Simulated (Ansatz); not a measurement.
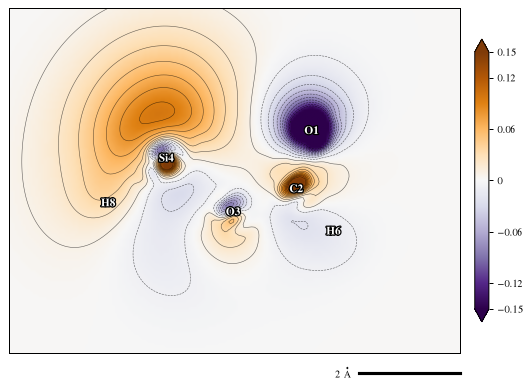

CH$_{3}$FO$_{2}$Si. The LUMO on the plane of atoms C2, O3 and Si4 (values in Å⁻³ᐟ²; the overall sign is arbitrary).

These are results of RKS PBE0-D4/def2-SVP (Ansatz 0.2.0), not measurements.

Input file:

```
crystal:
  periodic: [false, false, false]
  atoms:
    - { symbol: O, position_ang: [-0.0291, 0.3208, 1.9816] }
    - { symbol: C, position_ang: [-0.6089, 0.9287, 1.0252] }
    - { symbol: O, position_ang: [-0.5086, 0.6483, -0.2976] }
    - { symbol: Si, position_ang: [0.4909, -0.6218, -0.831] }
    - { symbol: F, position_ang: [-0.4534, -1.9754, -0.6969] }
    - { symbol: H, position_ang: [-1.2795, 1.8121, 1.1358] }
    - { symbol: H, position_ang: [1.7308, -0.759, -0.0986] }
    - { symbol: H, position_ang: [0.7498, -0.4108, -2.2743] }
basis:
  gaussian: { orbitals: def2-SVP }
hamiltonian:
  xc: pbe0
  dispersion: d4
relax:
  f_tol: 0.02
  max_steps: 50
output:
  orbitals: {}
```

Launched as:

```sh
ansatz run input.yaml --threads 2 --pin off --max-ram 3072MiB --backend cpu --events-out ev --progress --plain --runs-dir out
```

The fields are those of the relaxed geometry.

**What is the character of this orbital?**

It lies mainly on C2 (about 40 %), O1 (about 25 %), Si4 (about 15 %) and O3 (about 10 %); π-antibonding (π*) across C2–O1. Its energy is −0.45 eV.
